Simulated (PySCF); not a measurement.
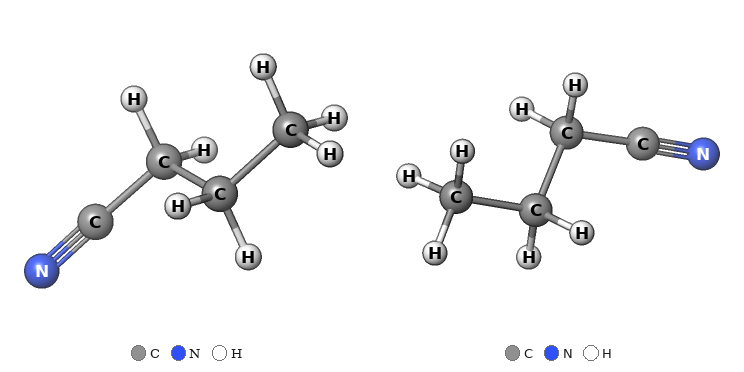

Two views of one molecule.

The geometry was computed by an optimisation with PBE0-D3(BJ)/def2-SVP. No frequency run is at hand to confirm it as a minimum.

What does the picture show?

Formula C4H7N. Its SMILES string is `CCCC#N`. It has no ring. Among its groups: nitrile. This geometry has Cs symmetry. Coordination: 3 C tetrahedral; 1 C linear.

The parts below concern this one geometry. Atoms keep their numbers from picture to picture.

Shape

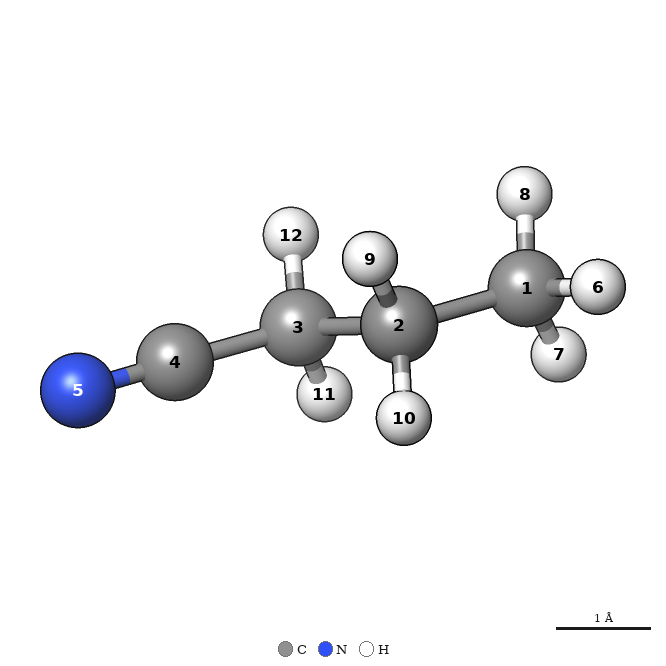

Numbered structure. No frequency run is at hand to confirm it as a minimum.

Give the bond lengths.

```
  bond  length (Å)   order
 C1–C2       1.519  single
 C1–H6       1.100  single
 C1–H7       1.102  single
 C1–H8       1.102  single
 C2–C3       1.531  single
 C2–H9       1.102  single
C2–H10       1.102  single
 C3–C4       1.458  single
C3–H11       1.103  single
C3–H12       1.103  single
 C4–N5       1.157  triple
```

Excitation

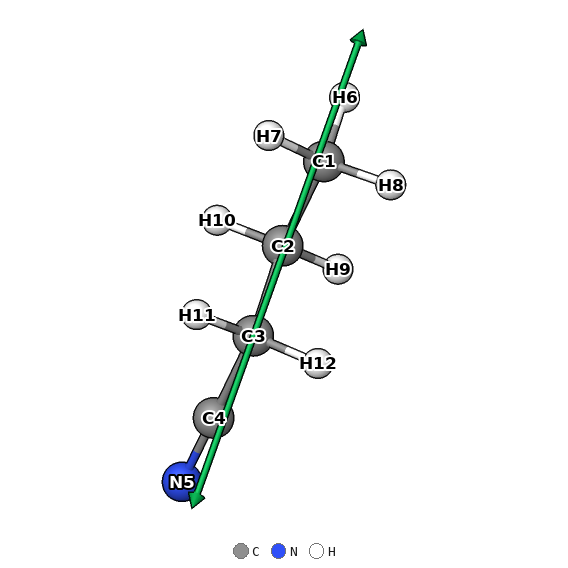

The double arrow shows the direction of the transition dipole to excited singlet state 5 (its length means nothing). No frequency run is at hand to confirm it as a minimum. Properties computed with TDDFT ωB97X-D/def2-SVPD, vertical, gas phase, core orbitals frozen in the response (PySCF 2.14.0).

**Where does the transition lie, and how strong is it?**

9.07 eV (137 nm), oscillator strength 0.016, mainly HOMO → LUMO (weight 0.63); transition dipole 0.67 D.

Spin–spin coupling

No frequency run is at hand to confirm it as a minimum. Level of theory: B3LYP/pcJ-1 indirect spin-spin coupling, non-relativistic, gas phase (PySCF 2.14.0). Isotopes: 13C, 1H, 15N.

Give the spin–spin coupling constants of these pairs, with the number of bonds between them: C4/N5, C3/N5, C2/N5, N5/H12, N5/H11.

| pair | bonds apart | J (Hz) |
| --- | --- | --- |
| C4, N5 | 1 | −18.8 |
| C3, N5 | 2 | 3.4 |
| C2, N5 | 3 | −0.6 |
| N5, H12 | 3 | −1.6 |
| N5, H11 | 3 | −1.6 |

Core levels

No frequency run is at hand to confirm it as a minimum. Method: delta-SCF UKS SCAN, pcX-2 on the ionised atom, pcseg-1 elsewhere, spin-free X2C (PySCF 2.14.0).

Give the core-electron binding energies (to vacuum) of C1 1s, C2 1s, C3 1s, C4 1s, N5 1s.

| atom | level | binding energy (eV) |
| --- | --- | --- |
| C1 | 1s | 291.2 |
| C2 | 1s | 291.4 |
| C3 | 1s | 292.3 |
| C4 | 1s | 292.3 |
| N5 | 1s | 405.0 |
